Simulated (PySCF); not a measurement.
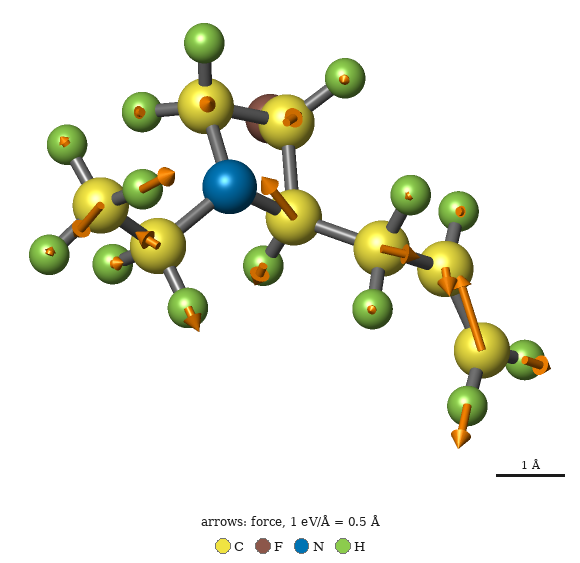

Starting geometry of C₈H₁₄FN with the computed forces as orange arrows. The picture is a ball-and-stick view, seen at a tilt.

The start comes from GFN2-xTB. Its atoms were then displaced at random by about 0.01 Å.

The calculation used PySCF 2.14.0, density-fitted response routines, PBE0-D3(BJ)/def2-SVP geometry optimisation, gas phase. 

Question: Is this structure relaxed? If not, where do the atoms go?

Answer: It isn't relaxed: the largest force vector, on a C atom, is 2.49 eV/Å. The final displacements have little in common with the starting forces (cosine between the two patterns 0.12). The energy falls by 22.2 kJ/mol in 8 geometry steps. The atom that moves furthest after the best rigid fit is an H atom (0.32 Å). Largest moves by element: H 0.32 Å, F 0.26 Å, C 0.13 Å, N 0.07 Å. Some distances before and after: C–H 1.053 → 1.101 Å, C–C 1.487 → 1.519 Å, C–H 1.082 → 1.113 Å, C–N 1.485 → 1.462 Å. Among the angles between lasting bonds that change: C–C–N 113.5° → 116.8°, F–C–H 106.0° → 108.8°, C–C–H 121.4° → 118.7°.
